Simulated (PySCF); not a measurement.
# NMR shielding calculation of C$_{3}$H$_{6}$ClFSi

System: C$_{3}$H$_{6}$ClFSi.
Method: GIAO PBE0/pcSseg-1 NMR shielding, non-relativistic, gas phase (PySCF 2.14.0).

The geometry comes from this level: GFN2-xTB. It belongs to a series of runs on one base structure; here: H on Si replaced by F. Figures and captions count atoms from 1; the log counts them from 0 in places.

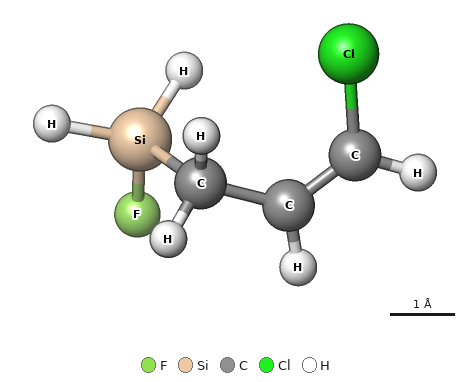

Figure 1. The structure (ball-and-stick view, seen at a tilt).

### Key numbers

- outcome: converged
- total energy: −966.936356 hartree
- HOMO: −7.21 eV
- LUMO: −0.30 eV
- dipole moment: 0.93 D
- isotropic shielding, F: 398.2 ppm
- isotropic shielding, Si: 341.8 ppm
- isotropic shielding, C: 52.4 to 165.4 ppm
- isotropic shielding, Cl: 764.4 ppm
- isotropic shielding, H: 25.4 to 29.7 ppm
- hardware: 1 CPU thread, shared host
- wall time: 23 s
- peak memory: 0.71 GiB

### Input
```
{"job": {"kind": "nmr", "xc": "PBE0", "basis": "pcSseg-1"}, "charge": 0, "multiplicity": 1}
F     -1.908489    -1.723244    -0.236839
Si    -1.684303    -0.132824    -0.378929
C     -0.245598     0.315203     0.792891
C      0.999895    -0.386508     0.388269
C      1.930377     0.103117    -0.415620
Cl     1.834183     1.685286    -1.102224
H     -1.348900     0.073833    -1.776457
H     -2.934532     0.463974     0.066287
H     -0.086852     1.392511     0.771344
H     -0.507972     0.033980     1.813271
H      1.133224    -1.394142     0.755469
H      2.820167    -0.431872    -0.703490
```

The first line tells a small driver script what to run in PySCF; the rest is the geometry in Å.

Launch command:
```bash
OMP_NUM_THREADS=1 python <driver script> task.json out
```

### The program's output
```
coarse grid: 11312 points
cycle   1  E = -966.8338445870  dE =  5.521e-01  |g| = 5.869e-01  |ddm| = 3.147e+00
cycle   2  E = -966.7776547655  dE =  5.619e-02  |g| = 8.578e-01  |ddm| = 1.089e+00
cycle   3  E = -966.8957106893  dE = -1.181e-01  |g| = 6.822e-02  |ddm| = 6.728e-01
cycle   4  E = -966.8965945740  dE = -8.839e-04  |g| = 2.830e-02  |ddm| = 9.073e-02
cycle   5  E = -966.8967602924  dE = -1.657e-04  |g| = 1.099e-02  |ddm| = 2.883e-02
cycle   6  E = -966.8967856752  dE = -2.538e-05  |g| = 3.142e-03  |ddm| = 1.007e-02
cycle   7  E = -966.8967879136  dE = -2.238e-06  |g| = 7.744e-04  |ddm| = 3.168e-03
final grid: 101136 points
cycle   8  E = -966.9363465341  dE = -2.740e-05  |g| = 6.248e-03  |ddm| = 2.107e-02
cycle   9  E = -966.9363423175  dE =  4.217e-06  |g| = 7.150e-03  |ddm| = 1.148e-02
cycle  10  E = -966.9363556257  dE = -1.331e-05  |g| = 1.022e-03  |ddm| = 7.064e-03
cycle  11  E = -966.9363558366  dE = -2.109e-07  |g| = 3.568e-04  |ddm| = 1.286e-03
cycle  12  E = -966.9363558675  dE = -3.095e-08  |g| = 7.062e-05  |ddm| = 3.141e-04
cycle  13  E = -966.9363558686  dE = -1.069e-09  |g| = 2.277e-05  |ddm| = 8.995e-05
cycle  14  E = -966.9363558687  dE = -1.194e-10  |g| = 4.928e-06  |ddm| = 2.323e-05
```

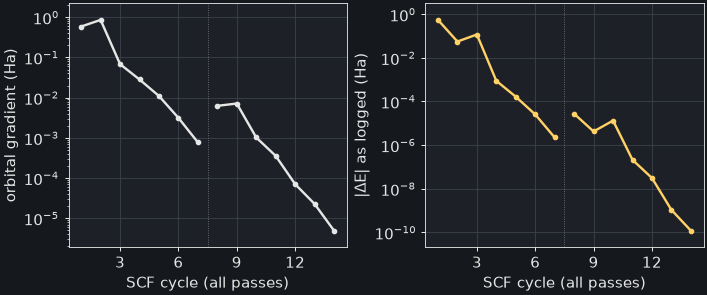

Figure 2. Convergence of the self-consistent field: orbital gradient and size of the energy change against the SCF cycle. The dotted line marks the change from a coarse to the final integration grid. The first 7 cycles use a coarse grid, the final grid takes over at cycle 8, and the field converges after 14 cycles in all.

```
converged SCF energy = -966.9363558687

GIAO shielding tensors (ppm)
atom      isotropic    diamagn.    paramagn.     s11        s22        s33       span
  0 F      398.172     469.217     -71.046    370.886    394.907    428.722     57.836
  1 Si     341.763     876.859    -535.097    297.305    331.211    396.772     99.467
  2 C      165.450     253.230     -87.780    150.687    169.464    176.198     25.511
  3 C       52.439     256.157    -203.718    -64.943     64.194    158.067    223.010
  4 C       56.608     252.815    -196.208    -42.050     91.925    119.947    161.997
  5 Cl     764.444    1147.458    -383.014    539.092    835.679    918.559    379.467
  6 H       26.633      28.777      -2.144     22.702     26.691     30.508      7.805
  7 H       26.391      27.999      -1.608     22.764     24.876     31.533      8.770
  8 H       29.566      30.710      -1.145     24.174     31.169     33.354      9.180
  9 H       29.697      30.230      -0.533     25.777     27.421     35.893     10.117
 10 H       25.387      31.508      -6.121     23.202     25.266     27.692      4.490
 11 H       25.510      29.300      -3.790     20.892     27.212     28.427      7.535
```

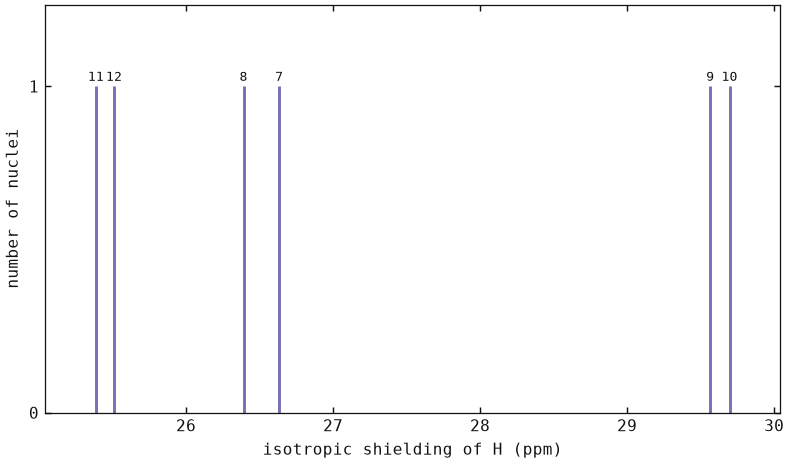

Figure 3. Isotropic shieldings of the hydrogen nuclei in this fixed geometry, labelled by atom number; shielding grows to the right, so chemical shift grows to the left. The least shielded is H11 (25.4 ppm), the most shielded H10 (29.7 ppm).

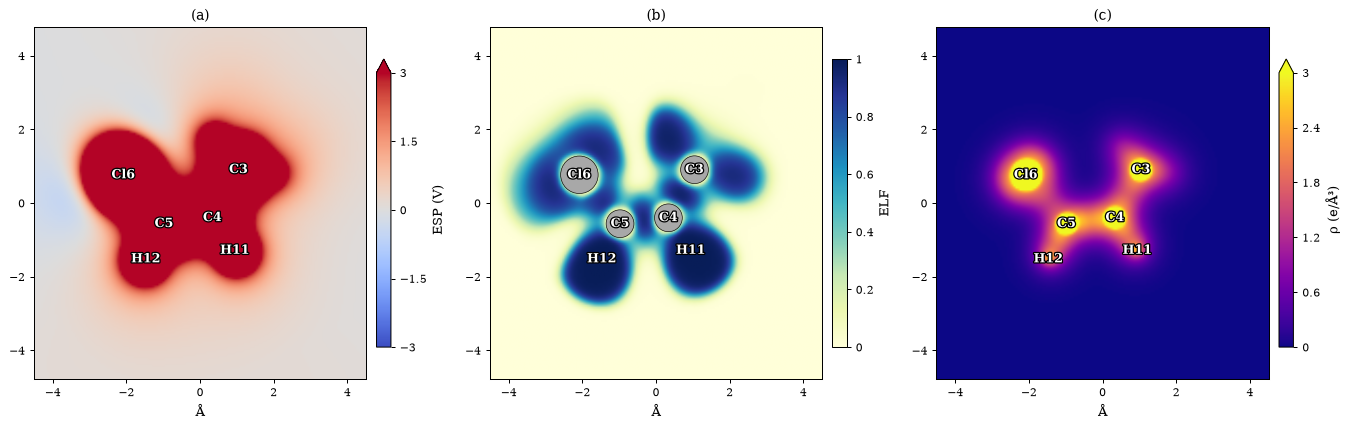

Figure 4. (a) electrostatic potential; (b) electron localisation function; (c) electron density on the plane of atoms C3, C4 and C5. Grey discs, where drawn, cover atomic cores. Atoms in the plane: C, Cl and H. C–C (1.32 Å): ρ at the midpoint is about 2.3 e/Å³; the ELF peaks at about 0.90 between the atoms (a multiple bond by its length, whose ELF region spreads away from the axis). C–Cl (1.73 Å): ρ at the midpoint is about 1.5 e/Å³; the ELF peaks at about 0.90 between the atoms, which marks a shared electron pair.

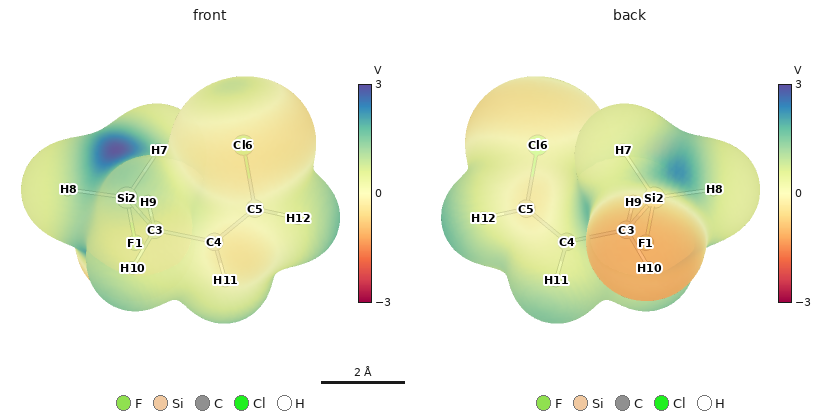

Figure 5. The electrostatic potential painted on the density surface at 0.004 e/bohr³, seen at a tilt and from behind; red is negative and blue positive. A positive charge is drawn to the negative regions and a negative charge to the positive ones. Its dipole moment is 0.93 D.
